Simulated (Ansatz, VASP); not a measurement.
## Cross-check of Fe between VASP and Ansatz

One calculation is typed for both programs; each brings its own data sets and cutoff. How far apart do they land? The cell is a member of a volume series, scaled by 1.015 from a relaxed one, so a pressure remains.

Main program and level: Ansatz 0.2.0; plane waves, with VASP 6.6.1 beside it; single point at PBEsol, single point at LDA and single point at PBEsol with D3(BJ).

## 1. The structure

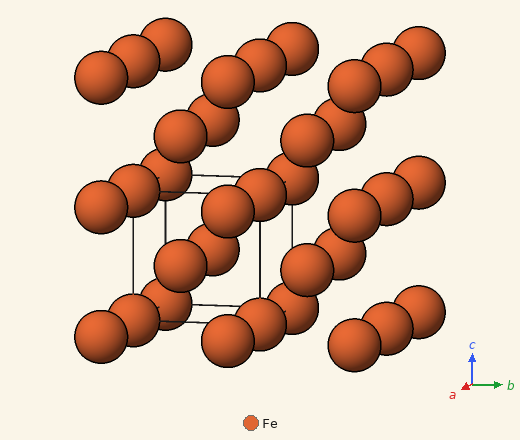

The cell as given, slightly off an axis (iron orange). 2×2×2 cells are drawn. This picture shows the conventional cell, with its axes. Some periodic images of atoms are drawn too.

## 2. Ansatz: single point, PBEsol

Ansatz runs on its default PAW (the set named soft_2) files.

A single point gives forces, pressure and levels at one fixed geometry, so differences don't come from the geometry; what else differs is listed under the comparison.

Input file input.yaml:

```yaml
crystal:
  lattice:
    - [-1.40177844, 1.40177844, 1.40177844]
    - [1.40177844, -1.40177844, 1.40177844]
    - [1.40177844, 1.40177844, -1.40177844]
  atoms:
    - { symbol: Fe, position: [0.0, 0.0, 0.0], spin: 3.0 }
hamiltonian:
  xc: pbesol
  pseudopotentials: { kind: paw }
magnetization:
  spin_polarized: true
kpoints:
  mp_grid: { grid: [14, 14, 14] }
scf:
  occupations: { method: methfessel_paxton, width: 0.1 }
  n_extra_bands: 7
output:
  forces: true
  stress: true
  eigenvalues: true
  write_density: true
  write_potential: true
  elf: true
  volumetric_format: npy
```

The run is started by

```
> ansatz run input.yaml --threads 2 --pin off --max-ram 4608MiB --backend cpu --events-out ev --progress --plain --runs-dir out
```

Numbers of over 12 decimals in the logs are rounded to 6 here.

Output:

```text
scf.n_extra_bands = 7 over 8 filled bands (N_el = 16.0): the run solves 15 bands
Engine: ansatz 0.2.0, aarch64-unknown-linux-gnu
Pseudopotentials: kind: paw
Pseudopotential: Fe, paw, valence charge 16, recommended cutoff 420 eV (normal), Fe.paw.azcp
Functional definition: PBEsol
  exchange = pbesol_x
  correlation = pbesol_c
Crystal: 1 atoms, lattice volume = 11.018 Å³
Basis set: ecut = 420 eV, 201 PW (Γ), exchange–correlation on 36×36×36 points (8 copies of the dense FFT grid, shifted against one another)
Bands: 15, of which v1, the nominal top of the filled ones, is band 8 counted from 1 (7 counted from 0)
Symmetry: 48 space group operations
Space group: Im-3m (ITA 229), of the structure as read, at distance tolerance 2.2e-5 Å
Magnetic group: BNS 229.140 (UNI 1642), of the structure as read, at distance tolerance 2.2e-5 Å
k-points: 104 of 2744
Non-local potential: Fe, projectors of the file, l = 0: 3, l = 1: 2, l = 2: 3, l = 3: 1
PAW form: soft (Blöchl's): semilocal exchange-correlation on the pseudo side does not see the compensation charge
PAW frozen core: Fe, regenerated for the run's functional, and the local potential with it (the file was generated under x = pbe(κ = 0.804, μ = 0.219515), c = pbe(β = 0.066725))
PAW one-centre angular grid: Fe, 590 points (default); XC on 64 Gauss nodes
Initial density: superposition of atomic densities (chi_scale 0.1, normalization cell)
Starting moments: Σ|m| = 3 μB on 1 of 1 site
Initial wavefunctions: pseudopotential atomic-orbital guess
Functional: x = pbesol(κ = 0.804, μ = 0.123457), c = pbesol(β = 0.046)
SCF iter   1: F=—  HF=-4449.188947 eV  |F-HF|=—  |Δ(HF+E_count)|=         —  Δρ=1.59e-1 (↑1.59e-1 ↓5.38e-2)  dr2=2.19e0  dr2_m=6.51e-1  M=2.082 μB ∫|m|=2.101 μB  β_m=0.30  ethr=3.10e-3  ⟨swp⟩=4.9  Hψ=14979  notcnv=0
Mixer restart at iter 1: flushing history
preconditioner: auto → none  [metal: Δε(μ)=0.003 eV  Ē_g=17.044 eV  σ=0.100 eV  W_gap=0.02  n_scr=0 (ndim 8)  ℏωp=31.6 eV  f_vac=0.000  D(μ)=1.05/eV (n_scr^D=12)]
SCF iter   2: F=—  HF=-4448.205439 eV  |F-HF|=—  |Δ(HF+E_count)|=   9.84e-1  Δρ=4.48e-2 (↑2.71e-2 ↓4.48e-2)  dr2=4.63e-2  dr2_m=1.14e-1  M=2.187 μB ∫|m|=2.238 μB  β_m=0.30  ethr=3.10e-3  ⟨swp⟩=3.5  Hψ=7692  notcnv=0  defer=391
SCF iter   3: F=—  HF=-4448.471845 eV  |F-HF|=—  |Δ(HF+E_count)|=   2.66e-1  Δρ=2.94e-2 (↑2.46e-2 ↓2.94e-2)  dr2=2.34e-3  dr2_m=7.19e-2  M=2.160 μB ∫|m|=2.218 μB  β_m=0.56  ethr=2.89e-4  ⟨swp⟩=2.6  Hψ=6138  notcnv=0  defer=393
SCF iter   4: F=—  HF=-4448.763522 eV  |F-HF|=—  |Δ(HF+E_count)|=   2.92e-1  Δρ=1.27e-2 (↑7.41e-3 ↓1.27e-2)  dr2=1.14e-2  dr2_m=6.53e-3  M=2.162 μB ∫|m|=2.236 μB  β_m=0.67  ethr=1.47e-5  ⟨swp⟩=2.1  Hψ=5999  notcnv=0  defer=393
SCF iter   5: F=—  HF=-4448.841455 eV  |F-HF|=—  |Δ(HF+E_count)|=   7.79e-2  Δρ=3.87e-3 (↑3.87e-3 ↓3.82e-3)  dr2=3.67e-3  dr2_m=2.36e-4  M=2.160 μB ∫|m|=2.241 μB  β_m=0.84  ethr=1.47e-5  ⟨swp⟩=2.0  Hψ=6066  notcnv=0  defer=393
SCF iter   6: F=—  HF=-4448.849346 eV  |F-HF|=—  |Δ(HF+E_count)|=   7.89e-3  Δρ=7.93e-4 (↑3.74e-4 ↓7.93e-4)  dr2=6.65e-5  dr2_m=1.61e-5  M=2.156 μB ∫|m|=2.238 μB  β_m=0.86  ethr=1.47e-5  ⟨swp⟩=2.6  Hψ=5961  notcnv=0  defer=393
SCF iter   7: F=—  HF=-4448.849435 eV  |F-HF|=—  |Δ(HF+E_count)|=   8.98e-5  Δρ=1.58e-4 (↑1.58e-4 ↓1.48e-4)  dr2=8.40e-9  dr2_m=2.36e-6  M=2.154 μB ∫|m|=2.237 μB  β_m=0.93  ethr=4.15e-7  ⟨swp⟩=2.2  Hψ=4524  notcnv=0  defer=394
SCF iter   8: F=—  HF=-4448.847300 eV  |F-HF|=—  |Δ(HF+E_count)|=         —  Δρ=1.28e-3 (↑1.28e-3 ↓6.60e-4)  dr2=4.11e-5  dr2_m=9.16e-5  M=2.164 μB ∫|m|=2.244 μB  β_m=0.93  ethr=5.25e-11  ⟨swp⟩=2.1  Hψ=4866  notcnv=0  defer=393
Mixer restart at iter 8: flushing history
iteration 8: the input's own smearing fills from here on; a Gaussian of 0.1 eV has filled iterations ahead of it
SCF iter   9: F=—  HF=-4448.847376 eV  |F-HF|=—  |Δ(HF+E_count)|=   7.60e-5  S|Δr|=    0.00e0  Δρ=9.90e-4 (↑9.90e-4 ↓9.86e-4)  dr2=2.70e-4  dr2_m=2.24e-7  M=2.164 μB ∫|m|=2.244 μB  β_m=0.75  ethr=5.25e-11  ⟨swp⟩=4.1  Hψ=7014  notcnv=0  defer=393
SCF iter  10: F=—  HF=-4448.847348 eV  |F-HF|=—  |Δ(HF+E_count)|=   2.73e-5  S|Δr|=    0.00e0  Δρ=1.23e-3 (↑1.23e-3 ↓3.37e-4)  dr2=1.52e-4  dr2_m=2.71e-5  M=2.167 μB ∫|m|=2.247 μB  β_m=0.61  ethr=5.25e-11  ⟨swp⟩=4.2  Hψ=7324  notcnv=0  defer=393
SCF iter  11: F=—  HF=-4448.847322 eV  |F-HF|=—  |Δ(HF+E_count)|=   2.68e-5  S|Δr|=    0.00e0  Δρ=5.41e-4 (↑5.41e-4 ↓1.35e-4)  dr2=2.79e-5  dr2_m=5.66e-6  M=2.167 μB ∫|m|=2.247 μB  β_m=0.76  ethr=5.25e-11  ⟨swp⟩=3.2  Hψ=6235  notcnv=0  defer=393
SCF iter  12: F=—  HF=-4448.847316 eV  |F-HF|=—  |Δ(HF+E_count)|=   5.42e-6  S|Δr|=    0.00e0  Δρ=1.25e-4 (↑1.25e-4 ↓2.88e-5)  dr2=1.47e-6  dr2_m=3.03e-7  M=2.167 μB ∫|m|=2.247 μB  β_m=0.88  ethr=5.25e-11  ⟨swp⟩=3.0  Hψ=6099  notcnv=0  defer=393
SCF iter  13: F=-4448.847316 eV  HF=-4448.847316 eV  |F-HF|=1.68e-8  |Δ(HF+E_count)|=   3.00e-7  S|Δr|=    0.00e0  Δρ=1.40e-5 (↑1.40e-5 ↓2.57e-6)  dr2=1.74e-8  dr2_m=3.79e-9  M=2.167 μB ∫|m|=2.247 μB  ethr=5.25e-11  ⟨swp⟩=8.8  Hψ=18326  notcnv=0
SCF 1 converged in 13 iterations: F = -4448.847316 eV  dr2 = 1.74e-8
  greatest PAW one-centre occupation: 1.002 electrons in one spin orbital (limit 2), on the Fe atom at site 0 (counted from 0), in its partial waves of l = 1
this state was not tested for a lower state beside it, because cold or Methfessel-Paxton smearing, or corrected tetrahedra, fill the levels in a way that the test cannot read (fill_not_monotonic; see scf.lower_state_search)
SCF converged after 13 iterations
Magnetization: 2.1671 μB (9.0836 up, 6.9164 down)
Absolute magnetization: 2.2471 μB (∫|ρ↑−ρ↓|, with the PAW one-centre terms)
Spin contamination: 0.0290 ħ² per cell (⟨S²⟩ above its minimum at these occupations)
Per-site moments (μB) at R_I (Å): [(2.190100, 1.001530)]
Free energy (F): -4448.847316 eV
Harris-Foulkes:  -4448.847316 eV  (|F-HF|=1.68e-8)
Internal energy: -4448.847729 eV  (E = F + TS)
E sigma→0 (E₀):  -4448.847419 eV
Entropy (-TS):   0.000413 eV (0.413 meV/atom)
Fermi energy:    19.080186 eV
--- Per-component energies (eV) ---
  E_band       = -202.290945
  E_kinetic    = 351.646008
  E_local      = -2026.234707  (includes V_loc(G=0)·N_el)
  E_nonlocal   = 219.345489
  E_hartree    = 850.983893
  E_xc         = -117.500816
  E_vxc        = -151.941037  (∫ρ·V_xc dr)
  E_paw        = -1334.710575  (= ΣΔE_a)
  E_vpaw       = -297.067543  (= ΣTr[D̂ρ^β])
  E_aug_tail   = 0.000888  (compensation charges beyond the density's cutoff)
  E_ewald      = -2392.557111
  E_core_change = 0.179202  (= ΣΔE_core)
  E_smearing   = 0.000413  (= −TS)
  E_closure    = 0.000000  (closes the sum)
  Σ components = -4448.847316   (vs F -4448.847316, Δ=0.00e0)
--- Forces (eV/Å), atoms counted from 1 ---
  atom   1  Fe    -0.00000000    -0.00000000    -0.00000000
  max |Σ_I F_I| component: 1.85e-31 eV/Å
--- Stress (GPa, compression-positive) ---
       -3.199317       0.000000       0.000000
        0.000000      -3.199317       0.000000
       -0.000000      -0.000000      -3.199317
  P = ⅓ Tr σ = -3.1993 GPa (-31.993 kbar)
--- Band table (eV; the first three rows and the last of 208) ---
  k-point 0 ↑: bands = [... 4 lower, 10.2839, 16.7141, 16.7141, 16.7141, 18.0562, 18.0562, 43.5982, 43.5982, ... 3 higher]
  k-point 1 ↑: bands = [... 4 lower, 10.5012, 16.6523, 16.7079, 16.8341, 17.9948, 18.0612, 42.4466, 43.3479, ... 3 higher]
  k-point 2 ↑: bands = [... 4 lower, 11.1294, 16.4819, 16.6614, 17.1797, 17.8783, 18.0780, 39.8476, 42.3960, ... 3 higher]
  k-point 103 ↓: bands = [... 4 lower, 15.7819, 15.7819, 21.4756, 21.4756, 21.4756, 29.4056, 29.4056, 29.4056, ... 3 higher]
```

It took 2.8 s on 2 threads of Arm Neoverse V2, shared host; peak memory 0.29 GiB.

The column dr2 measures how far the density is from self-consistency, as an energy; F and HF (Harris–Foulkes) agree once it is small.

The run ends at a pressure of -3.20 GPa.

## 3. VASP: single point, PBEsol

The same cell, functional, mesh and smearing now go to VASP, with its own data sets and cutoff.

Lines of VASP's logs that name or quote its potential files are left out, and so is its time.

The input asks for a relaxation, which ended at its first step since no free force or stress exceeded the threshold; so it serves as a single point.

Input file INCAR:

```
SYSTEM = Fe
PREC = Accurate
ENCUT = 450
EDIFF = 1E-06
NELM = 100
ISMEAR = 1
SIGMA = 0.1
LREAL = .FALSE.
ALGO = Normal
GGA = PS
NBANDS = 10
ISPIN = 2
MAGMOM = 3
LMAXMIX = 4
LORBIT = 11
LWAVE = .FALSE.
LCHARG = .FALSE.
KPAR = 2
IBRION = 2
NSW = 30
ISIF = 4
EDIFFG = -0.01
```

Input file POSCAR:

```
Fe
1.0
   -1.4017784351      1.4017784351      1.4017784351
    1.4017784351     -1.4017784351      1.4017784351
    1.4017784351      1.4017784351     -1.4017784351
Fe
1
Direct
    0.0000000000      0.0000000000      0.0000000000
```

Input file KPOINTS:

```
Automatic mesh
0
Gamma
14 14 14
0 0 0
```

PAW data sets: Fe (PBE family, release 64).

The run is started by

```
> mpirun -np 2 vasp_std
```

Output:

```text
[banner, memory and clock lines left out]
running    2 mpi-ranks, on    1 nodes
 distrk:  each k-point on    1 cores,    2 groups
 distr:  one band on    1 cores,    1 groups

 POSCAR found type information on POSCAR Fe
 POSCAR found :  1 types and       1 ions
|                                                                             |
|               ----> ADVICE to this user running VASP <----                  |
|                                                                             |
|     You enforced a specific xc type in the INCAR file but a different       |
|     [... a line on the potential file left out ...]
|     I HOPE YOU KNOW WHAT YOU ARE DOING!                                     |
|                                                                             |

 LDA part: xc-table for (Slater+PW92), standard interpolation
 POSCAR, INCAR and KPOINTS ok, starting setup
 FFT: planning ... GRIDC
 FFT: planning ... GRID_SOFT
 FFT: planning ... GRID
 WAVECAR not read
 entering main loop
       N       E                     dE             d eps       ncg     rms          rms(c)
DAV:   1     0.148230147620E+02    0.14823E+02   -0.37650E+03  4430   0.880E+02
DAV:   2    -0.955463187182E+01   -0.24378E+02   -0.22517E+02  4198   0.124E+02
DAV:   3    -0.997143015951E+01   -0.41680E+00   -0.41534E+00  4650   0.211E+01
DAV:   4    -0.997318087690E+01   -0.17507E-02   -0.17506E-02  4516   0.121E+00
DAV:   5    -0.997319388838E+01   -0.13011E-04   -0.13011E-04  4530   0.103E-01    0.125E+01
DAV:   6    -0.898641027408E+01    0.98678E+00   -0.11927E+01  4502   0.523E+01    0.543E+00
DAV:   7    -0.893316855013E+01    0.53242E-01   -0.60585E-01  4548   0.115E+01    0.335E+00
DAV:   8    -0.892359120533E+01    0.95773E-02   -0.46022E-03  4982   0.584E-01    0.136E+00
DAV:   9    -0.891521945707E+01    0.83717E-02   -0.53057E-03  5996   0.531E-01    0.256E-01
DAV:  10    -0.891492788315E+01    0.29157E-03   -0.39907E-04  4696   0.221E-01    0.538E-02
DAV:  11    -0.891494088241E+01   -0.12999E-04   -0.23465E-05  4438   0.538E-02    0.261E-02
DAV:  12    -0.891494579399E+01   -0.49116E-05   -0.17804E-06  4328   0.186E-02    0.199E-02
DAV:  13    -0.891494379295E+01    0.20010E-05   -0.13314E-06  3180   0.145E-02    0.693E-03
DAV:  14    -0.891494344182E+01    0.35113E-06   -0.11613E-07  2106   0.503E-03
   1 F= -.89149434E+01 E0= -.89152507E+01  d E =-.891494E+01  mag=     2.1817
 curvature:   0.00 expect dE= 0.000E+00 dE for cont linesearch  0.000E+00
 trial: gam= 0.00000 g(F)=  0.853E-62 g(S)=  0.227E-33 ort = 0.000E+00 (trialstep = 0.100E+01)
 search vector abs. value=  0.100E-09
 reached required accuracy - stopping structural energy minimisation
```

From OUTCAR (step 3):

```text
ion  position               nearest neighbor table
   1  0.000  0.000  0.000-

  LATTYP: Found a body centered cubic cell.
 ALAT       =     2.8035568702

 Subroutine GETGRP returns: Found 48 space group operations
 (whereof 48 operations were pure point group operations)

The static configuration has the point symmetry O_h .

 Found    104 irreducible k-points:

   k-points           NKPTS =    104   k-points in BZ     NKDIM =    104   number of bands    NBANDS=     10

   dimension x,y,z NGX =    18 NGY =   18 NGZ =   18
   dimension x,y,z NGXF=    36 NGYF=   36 NGZF=   36

   ENCUT  =  450.0 eV  33.07 Ry    5.75 a.u.   4.20  4.20  4.20*2*pi/ulx,y,z

   NELECT =       8.0000    total number of electrons

 k-points in reciprocal lattice and weights: Automatic mesh
   0.00000000  0.00000000  0.00000000       0.000
   0.07142857  0.00000000  0.00000000       0.004
   0.14285714  0.00000000  0.00000000       0.004
   0.21428571  0.00000000  0.00000000       0.004
   0.28571429  0.00000000  0.00000000       0.004
   0.35714286  0.00000000  0.00000000       0.004
   0.42857143  0.00000000  0.00000000       0.004
   0.50000000  0.00000000  0.00000000       0.002
   0.07142857  0.07142857  0.00000000       0.009
[...]
0.50000000  0.50000000  0.42857143       0.004
   0.50000000  0.50000000  0.50000000       0.000

 average (electrostatic) potential at core
       1 -42.8931

 E-fermi :   5.9737

 spin component 1
 k-point     1 :       0.0000    0.0000    0.0000
  band No.  band energies     occupation
    ...
      2       3.6026      1.00000
      3       3.6026      1.00000
      4       3.6026      1.00000
      5       4.9639      1.00000
      6       4.9639      1.00000
      7      31.2027      0.00000
      8      31.2027      0.00000
      9      31.2027      0.00000
     10      36.5163      0.00000

 k-point     2 :       0.0714    0.0000    0.0000
  band No.  band energies     occupation
    ...
      2       3.5417      1.00000
      3       3.5970      1.00000
      4       3.7218      1.00000
      5       4.9034      1.00000
      6       4.9689      1.00000
      7      29.8829      0.00000
      8      30.8947      0.00000
      9      31.0718      0.00000
     10      35.8008      0.00000

 k-point     3 :       0.1429    0.0000    0.0000
  band No.  band energies     occupation
    ...
      2       3.3735      1.00000
      3       3.5545      1.00000
      4       4.0650      1.00000
      5       4.7870      1.00000
      6       4.9856      1.00000
      7      27.0610      0.00000
      8      29.8051      0.00000
      9      30.7712      0.00000
     10      34.0509      0.00000

 k-point     4 :       0.2143    0.0000    0.0000
  band No.  band energies     occupation
    ...
      2       3.1370      1.00000
      3       3.4663      1.00000
      4       4.5872      1.00000
      5       4.7468      1.00000
      6       5.0170      1.00000
      7      23.7558      0.00000
      8      28.2442      0.00000
      9      30.4472      0.00000
     10      31.7185      0.00000

 k-point     5 :       0.2857    0.0000    0.0000
  band No.  band energies     occupation
    ...
      2       2.8828      1.00000
      3       3.5533      1.00000
      4       4.8229      1.00000
      5       5.0620      1.00000
      6       5.2090      1.00000
      7      20.4024      0.00000
      8      26.7364      0.00000
      9      29.6724      0.00000
     10      30.1784      0.00000

 k-point     6 :       0.3571    0.0000    0.0000
  band No.  band energies     occupation
    ...
      2       2.6608      1.00000
      3       4.2580      1.00000
      4       4.9760      1.00000
      5       5.1124      1.00000
      6       5.8163      1.02429
      7      17.2711      0.00000
      8      25.5406      0.00000
      9      28.0396      0.00000
     10      29.9876      0.00000

  Total       -0.2341176     -0.2341176     -0.2341176      0.0000000      0.0000000      0.0000000
  in kB      -34.0444669    -34.0444669    -34.0444669      0.0000000      0.0000000      0.0000000
  external PRESSURE =     -34.0444669 kB  Pullay stress =       0.0000000 kB

  energy-cutoff  :      450.00
  volume of cell :       11.02
      direct lattice vectors                 reciprocal lattice vectors
    -1.401778435  1.401778435  1.401778435     0.000000000  0.356689750  0.356689750
     1.401778435 -1.401778435  1.401778435     0.356689750  0.000000000  0.356689750
     1.401778435  1.401778435 -1.401778435     0.356689750  0.356689750  0.000000000

 POSITION                                       TOTAL-FORCE (eV/Angst)
 -----------------------------------------------------------------------------------
      0.00000      0.00000      0.00000        -0.000000     -0.000000     -0.000000
 -----------------------------------------------------------------------------------
    total drift:                                0.000000     -0.000000      0.000000

  FREE ENERGIE OF THE ION-ELECTRON SYSTEM (eV)
  ---------------------------------------------------
  free  energy   TOTEN  =        -8.9149434418 eV

  energy  without entropy=       -8.9158651133  energy(sigma->0) =       -8.91525067

 reached required accuracy - stopping structural energy minimisation

 total charge
# of ion       s       p       d       tot
------------------------------------------
    1        0.504   0.570   6.265   7.339

 magnetization (x)
# of ion       s       p       d       tot
------------------------------------------
    1       -0.012  -0.043   2.218   2.162

[... 6 further parts left out ...]
```

## 4. Side by side

Known differences besides the PAW data sets themselves: the data sets hold 16 valence electrons in Ansatz (default PAW (the set named soft_2) files) and 8 in VASP; the cutoff is 420 eV in Ansatz and 450 eV in VASP; Ansatz makes its cores anew for this functional, VASP keeps those of its PBE data sets; VASP leaves aspherical gradient terms in its spheres out (LASPH is not set), Ansatz keeps them; site moments are counted in spheres of each program's own size. Total energies have different zeros and are not compared.

Compared:

```csv
quantity,Ansatz,VASP,difference
pressure (GPa),-3.20,-3.40,+0.21
total moment (μB),2.17,2.18,-0.01
moment on Fe1 (μB),2.19,2.16,+0.03
```

Ansatz's pressure holds a Pulay correction of 0.11 GPa; VASP's holds none.

(Part 1 of 2 ends here.)

[Lines on the potential files, build, host, timing and source positions are cut from VASP's logs without a mark.]

[Logs are printed without paths, hosts, clocks, repeated set-up lines and the standing remarks that a program may print on its own settings, such as how far it seeks lower states.]

[Hosts, paths, dates, database ids (printed as entryN), source tags and the programs' standing remarks are cut or masked in the printed files.]
